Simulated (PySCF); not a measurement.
# One shape, several levels: InPH4O (SMILES O[PH][InH2])

Wanted: a comparison of 6 runs (HF/3-21G, HF/def2-SVP, CAM-B3LYP/def2-SVP, wB97X/def2-SVP, B2PLYP/def2-TZVP, M06-2X/def2-TZVP) of InPH4O. The job is set up through a Python script.

The results are computed with PySCF 2.14.0.

### Step 1. The structure to begin with

InPH4O has 7 atoms, charge 0, and is taken as a singlet. SMILES: `O[PH][InH2]`. The coordinates come from a PBE0-D4/def2-TZVP relaxation. This is one conformer, not always the lowest.

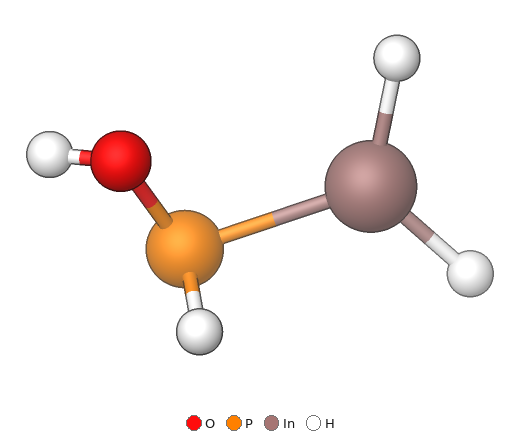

Viewed from a chosen angle; oxygen red, phosphorus orange, indium brown, hydrogen white.

### Step 2. Energy and forces at HF/3-21G (run 1)

File input.py:

```python
import pyscf.grad
from pyscf import gto

molecule = gto.Mole()
molecule.atom = '''
O   -1.844500   0.146900   0.079200
P   -0.622800  -0.370000  -0.935500
In   1.396900   0.365900   0.345900
H   -2.634300   0.311800  -0.441900
H   -0.483700  -1.722100  -0.492200
H    1.278200   1.623200   1.518000
H    2.910100  -0.355700  -0.073500
'''
molecule.charge = 0
molecule.verbose = 3
molecule.spin = 0
molecule.basis = '3-21g'
molecule.max_memory = 1860
molecule.build()

myscf = molecule.RHF()
myscf.conv_tol = 1e-10
myscf.kernel()
if not myscf.converged:
    myscf = myscf.newton().run(myscf.mo_coeff, myscf.mo_occ)

e_final = myscf.e_tot
print('E = %.10f Eh' % e_final)
grad = myscf.Gradients().kernel()
myscf.analyze()
```

Run with:

```sh
$ OMP_NUM_THREADS=1 python input.py
```

Output:

```text
converged SCF energy = -6130.45729068195
[... 17 lines left out ...]
MO #6   energy= -79.3991592040591  occ= 2
[... 10 lines left out ...]
MO #17  energy= -7.4662727706083   occ= 2
[... 10 lines left out ...]
MO #28  energy= -1.10445632754603  occ= 2
[... 10 lines left out ...]
MO #39  energy= 0.0255235537636302 occ= 0
[... 10 lines left out ...]
MO #50  energy= 0.646469395928012  occ= 0
[... 10 lines left out ...]
MO #61  energy= 3.14284538435304   occ= 0
[... 8 lines left out ...]
Dipole moment(X, Y, Z, Debye):  0.44484,  0.04514, -0.36675
```

Run time: 3.6 s. Hardware: 1 thread of Intel Xeon at 2.70GHz, shared host; peak memory 0.13 GiB.

### Step 3. Energy and gradient at HF/def2-SVP (core potential) (run 2)

File input.py:

```python
# O[PH][InH2]
from pyscf import gto

mol = gto.Mole()
mol.atom = '''
O       -1.844500       0.146900       0.079200
P       -0.622800      -0.370000      -0.935500
In       1.396900       0.365900       0.345900
H       -2.634300       0.311800      -0.441900
H       -0.483700      -1.722100      -0.492200
H        1.278200       1.623200       1.518000
H        2.910100      -0.355700      -0.073500
'''
mol.spin = 0
mol.max_memory = 1860
mol.basis = 'def2-svp'
mol.ecp = {'In': 'def2-svp'}
mol.verbose = 3
mol.charge = 0
mol.build()

myscf = mol.RHF()
myscf.conv_tol = 1e-10
myscf.kernel()
if not myscf.converged:
    myscf = myscf.newton().run(myscf.mo_coeff, myscf.mo_occ)

e_tot = myscf.e_tot
print('E = %.10f Eh' % e_tot)
grad = myscf.nuc_grad_method().kernel()
myscf.analyze()
```

Run with:

```sh
$ OMP_NUM_THREADS=1 python input.py
```

Output:

```text
converged SCF energy = -606.941646828509
[... 24 lines left out ...]
MO #13  energy= -1.03146943870414  occ= 2
[... 12 lines left out ...]
MO #26  energy= 0.115432725539587  occ= 0
[... 12 lines left out ...]
MO #39  energy= 0.5453437659098    occ= 0
[... 12 lines left out ...]
MO #52  energy= 1.18492980871858   occ= 0
[... 12 lines left out ...]
MO #65  energy= 1.99975380153636   occ= 0
[... 12 lines left out ...]
MO #78  energy= 61.6745064127518   occ= 0
[... 8 lines left out ...]
Dipole moment(X, Y, Z, Debye): -0.10029, -0.11015, -0.53320
```

It took 8.4 s on 1 thread of Intel Xeon at 2.70GHz, shared host; peak memory 0.15 GiB.

Runs 3 to 5 aren't shown in full; the table further down has their settings and results.

### Step 4. Energy and forces at M06-2X/def2-TZVP (core potential) (run 6)

File calc.py:

```python
# O[PH][InH2]
import pyscf.grad
from pyscf import gto, dft

mol = gto.Mole()
mol.atom = '''
O     -3.485600     0.277601     0.149666
P     -1.176921    -0.699199    -1.767839
In     2.639758     0.691451     0.653656
H     -4.978106     0.589217    -0.835070
H     -0.914061    -3.254297    -0.930123
H      2.415448     3.067403     2.868604
H      5.499292    -0.672176    -0.138895
'''
mol.spin = 0
mol.verbose = 4
mol.ecp = {'In': 'def2-svp'}
mol.unit = 'bohr'
mol.basis = 'def2-tzvp'
mol.max_memory = 1860
mol.build()

myscf = dft.RKS(mol)
myscf.xc = 'm06-2x'
myscf.grids.level = 5
myscf.conv_tol = 1e-10
myscf.kernel()
if not myscf.converged:
    myscf = myscf.newton().run(myscf.mo_coeff, myscf.mo_occ)

e_tot = myscf.e_tot
print('Final energy', e_tot)
grad = myscf.Gradients().kernel()
myscf.analyze()
```

Run with:

```sh
$ OMP_NUM_THREADS=1 python calc.py
```

Output:

```text
PySCF version 2.14.0

[... 116 lines left out ...]
MO #12  energy= -0.888366911869785 occ= 2
[... 25 lines left out ...]
MO #38  energy= 0.227480294103081  occ= 0
[... 25 lines left out ...]
MO #64  energy= 0.865558751985639  occ= 0
[... 25 lines left out ...]
MO #90  energy= 1.73637322307899   occ= 0
[... 25 lines left out ...]
MO #116 energy= 2.82992174255787   occ= 0
[... 25 lines left out ...]
MO #142 energy= 124.758407280107   occ= 0
[... 152 lines left out ...]
Dipole moment(X, Y, Z, Debye): -0.37570,  0.01243, -0.40976
```

Run time: 1.7 min. Hardware: 1 thread of Intel Xeon at 2.70GHz, shared host; peak memory 1.6 GiB.

### Step 5. Overview of the runs

```
run                                level  core potential  integration grid   energy (Eh)  dipole moment (D)  HOMO energy (eV)  LUMO energy (eV)  wall time
  1                             HF/3-21G               –                 –  -6130.457291               0.58             -8.73              0.69      3.6 s
  2         HF/def2-SVP (core potential)        def2-svp                 –   -606.941647               0.55             -8.79              0.77      8.4 s
  3  CAM-B3LYP/def2-SVP (core potential)        def2-svp                 5   -608.872645               0.70             -7.58             -0.88       39 s
  4      wB97X/def2-SVP (core potential)        def2-svp                 5   -608.930589               0.54             -8.58              0.05       40 s
  5    B2PLYP/def2-TZVP (core potential)        def2-svp                 5   -608.748813               0.62             -7.33             -0.91       39 s
  6    M06-2X/def2-TZVP (core potential)        def2-svp                 5   -609.015762               0.56             -7.42             -1.30    1.7 min
```

### Step 6. What came out

```
                       quantity          value
            run 6: total energy  -609.01576 Eh
           run 6: dipole moment         0.56 D
             run 6: HOMO energy       -7.42 eV
             run 6: LUMO energy       -1.30 eV
           run 6: HOMO–LUMO gap        6.12 eV
run 6: largest force on an atom     0.311 eV/Å
```

What this shows: The dipole moment (its size) runs from 0.54 D (wB97X/def2-SVP) to 0.70 D (CAM-B3LYP/def2-SVP). The HOMO–LUMO gap runs from 6.12 eV (M06-2X/def2-TZVP) to 9.57 eV (HF/def2-SVP). The two ends differ in method and basis. Totals of different functionals can't be ranked against each other. Some runs of one species differ in core potentials or relativity; totals across that change don't compare. In run 1 relativity is left out where basis or elements ask for it. All runs together took 3.9 min, the longest 1.7 min.
